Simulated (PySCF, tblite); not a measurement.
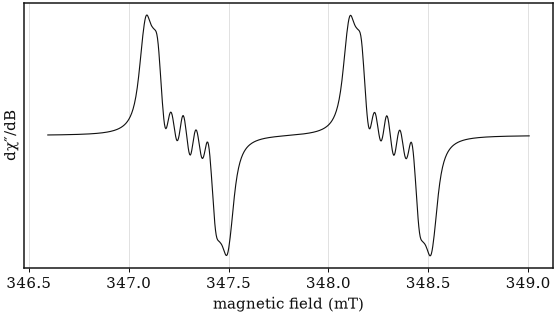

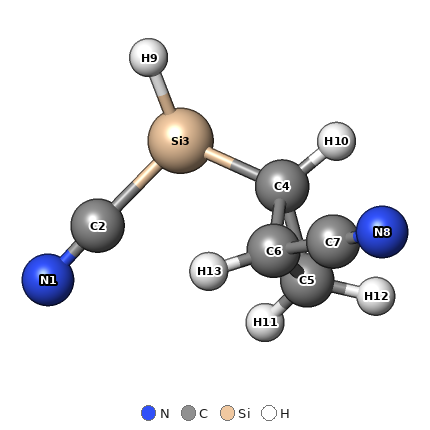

First-order isotropic EPR spectrum (fast tumbling, first derivative) of C₅H₅N₂Si, SMILES N#C[SiH][C@@H]1C[C@H]1C#N, doublet at 9.75 GHz, Lorentzian lines of 0.06 mT full width at half height, from computed g and hyperfine couplings (B3LYP/pcH-1, PySCF, at a GFN2-xTB geometry (a minimum by its frequencies), gas phase); values of one conformer, averaged over methyl-type rotors alone; other conformers aren't averaged in; no vibrational averaging; dilute isotopes left out. The SMILES is one Lewis form and needn't show where the spin sits.

Question: Which couplings does the calculation give? The spectrum shows the sizes of those above the line width, not their signs.

Answer:
| nuclei | isotope | a (mT) | a (MHz) |
| --- | --- | --- | --- |
| H9 | ¹H | 1.02 | 28.6 |
| N1 | ¹⁴N | 0.12 | 3.5 |
| H11 | ¹H | 0.06 | 1.7 |
| H13 | ¹H | −0.05 | −1.4 |
| H10 | ¹H | −0.02 | −0.7 |
| H12 | ¹H | −0.02 | −0.5 |
| N8 | ¹⁴N | 0.02 | 0.5 |

Question: What is the g value, and how wide is the spectrum?

Answer: g_iso = 2.0029, which centres the spectrum at 347.8 mT; it spans 1.5 mT.

Note: the tight-binding geometry is rougher than a DFT one and adds to the error.
